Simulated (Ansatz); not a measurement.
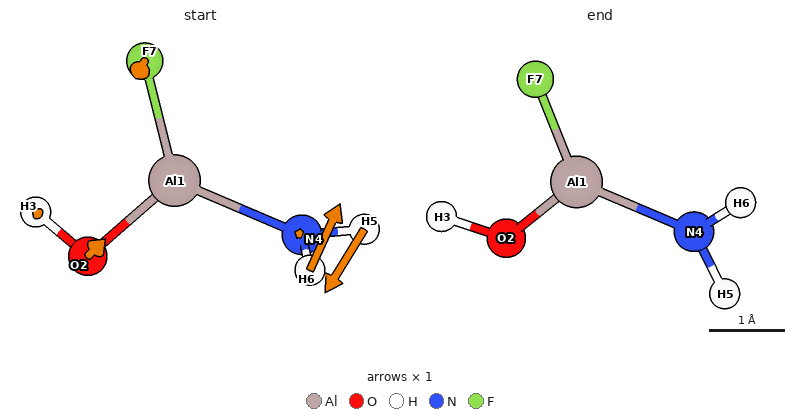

The structure of AlNH3OF before (left) and after (right) a relaxation, at one scale. The orange arrows give the displacements, at their true length.

Style: ball-and-stick. Shown at a tilt.

The run prepares the start of a later molecular dynamics calculation, from a guessed geometry.

These are results of Ansatz, RKS B3LYP-D4/def2-SVP, not measurements. Set-up: no spin polarisation; force threshold 0.02 eV/Å; at most 40 steps.

Summarise the run.

Answer. Over 11 accepted moves (12 points after the start) the energy falls by 83.0 kJ/mol. Largest force component: 2.1 eV/Å at the start, 0.00089 eV/Å at the end. The line search rejected the trial step at point 10 of the run. The largest moves after the best rigid fit, 1.03 Å, are those of H5 and H6. By element the largest moves are H 1.03 Å, F 0.51 Å, O 0.42 Å, N 0.12 Å, Al 0.06 Å. Among the contacts that change: Al1–N4 1.920 → 1.757 Å, Al1–O2 1.780 → 1.695 Å, O2–H3 1.010 → 0.960 Å, N4–H5 1.060 → 1.014 Å. Bond angles that change, for instance: Al1–O2–H3 109.5° → 125.9°, H5–N4–H6 120.0° → 110.6°, Al1–N4–H6 120.0° → 125.0°. Groups turn about Al1–N4 by about 90°.
